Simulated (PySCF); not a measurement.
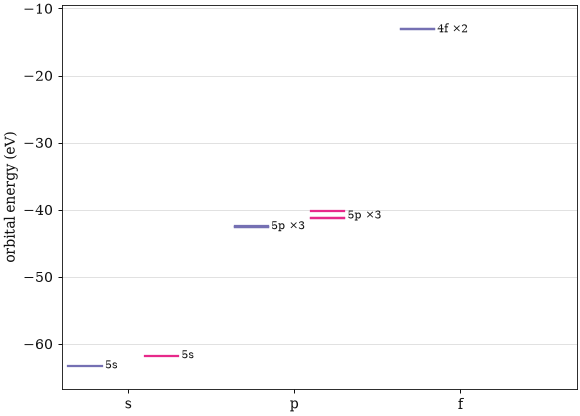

**Figure 1.** Orbital energies of the mean field, from the top down to −63.2 eV, by angular momentum, α spin at the left of each column and β at the right; ×n counts the orbitals under one label. The highest filled orbital is 4f α at −13.0 eV, the lowest empty one d α at −10.1 eV.

## Atomic calculation for Ce²⁺

Ce²⁺, configuration 1s2 2s2 2p6 3s2 3p6 3d10 4s2 4p6 4d10 4f2 5s2 5p6, multiplicity 3. Computed at this level: unrestricted HF, jorge-DZP-DKH, spin-free X2C-1e, Gaussian nucleus (PySCF).

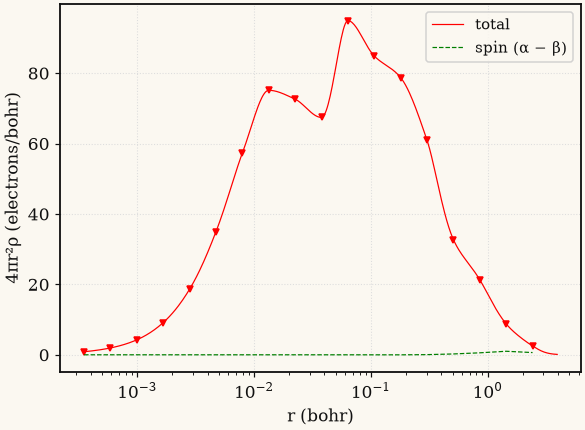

**Figure 2.** Spherically averaged radial density 4πr²ρ of the mean field and its spin part; markers are the stored points, which are sparse, and the line is a monotone interpolation between them. The largest stored value is 94.9 electrons/bohr at r = 0.064 bohr. Root-mean-square radii of the shells: 4s 0.716, 4p 0.717, 4d 0.796, 5s 1.63, 5p 1.85, 4f 2.02 bohr.

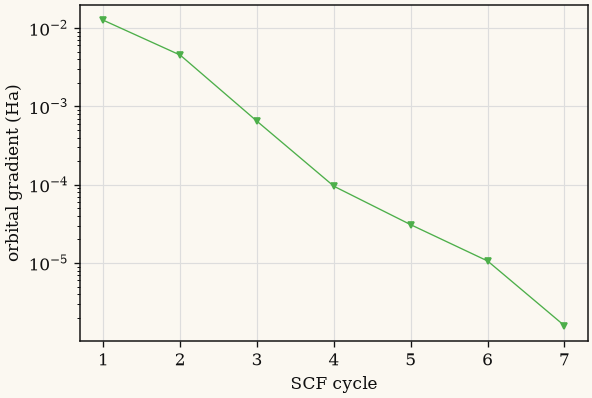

**Figure 3.** Convergence: orbital gradient against the SCF cycle. The residual falls at every step. It goes from 0.013 to 1.6×10⁻⁶ in 7 steps.

Input and output of the run follow.

The input:
```python
from pyscf import gto, scf, dft, mp, cc
import basis_set_exchange as bse
mol = gto.M(atom="Ce 0 0 0", charge=2, spin=2, symmetry="D2h",
            basis=gto.basis.parse(bse.get_basis("jorge-DZP-DKH", elements=["Ce"], fmt="nwchem", header=False)),
            nucmod="G")
mf = scf.UHF(mol).sfx2c1e()
mf.irrep_nelec = {'Ag': (9, 9), 'B1g': (2, 2), 'B2g': (2, 2), 'B3g': (2, 2), 'B1u': (4, 4), 'B2u': (6, 4), 'B3u': (4, 4)}
mf.kernel()
```

The script is an equivalent of what the driver set up; the driver started from orbitals of its own, so the log can be shorter than this script's would be, and it computed the properties (radii, ⟨L²⟩, response) afterwards. It held the occupations shell by shell, which the script's counts by irreducible representation don't always enforce.

Launched within a batch (the task file carries these settings):
```bash
OMP_NUM_THREADS=1 python <driver script> TASK.json OUT
```

Output (extracts):
```
damping factor = 0
level_shift factor = 0
DIIS = <class 'pyscf.scf.diis.CDIIS'>
diis_start_cycle = 1
diis_space = 10
diis_damp = 0
SCF conv_tol = 1e-09
SCF conv_tol_grad = None
number electrons alpha = 29  beta = 27
cycle= 1 E= -8848.43776825479  delta_E= -0.00191  |g|= 0.0126  |ddm|= 0.0608
cycle= 2 E= -8848.43788665877  delta_E= -0.000118  |g|= 0.00452  |ddm|= 0.014
cycle= 3 E= -8848.43790549187  delta_E= -1.88e-05  |g|= 0.000645  |ddm|= 0.00771
cycle= 4 E= -8848.43790589453  delta_E= -4.03e-07  |g|= 9.55e-05  |ddm|= 0.0014
cycle= 5 E= -8848.43790590376  delta_E= -9.23e-09  |g|= 3.08e-05  |ddm|= 0.000287
cycle= 6 E= -8848.43790590537  delta_E= -1.61e-09  |g|= 1.06e-05  |ddm|= 0.000122
cycle= 7 E= -8848.43790590558  delta_E= -2.15e-10  |g|= 1.58e-06  |ddm|= 6.07e-05
converged SCF energy = -8848.43790590558  <S^2> = 2.0013839  2S+1 = 3.0009225
```

Results in brief:

- outcome: converged
- total energy: −8848.4379 hartree
- ⟨S²⟩: 2.001
- ⟨L²⟩: 24.01
- SCF iterations: 7
- hardware: 1 thread of Arm Neoverse V2, 23 GiB of memory available, shared host

Notes:

Radii and densities are those of the two-component orbitals, without the picture-change correction, so the innermost s shells come out slightly too small (about 1 % for 1s near Z = 40, more for heavier atoms). ⟨L²⟩ departs from that of the intended term, so the determinant mixes terms.
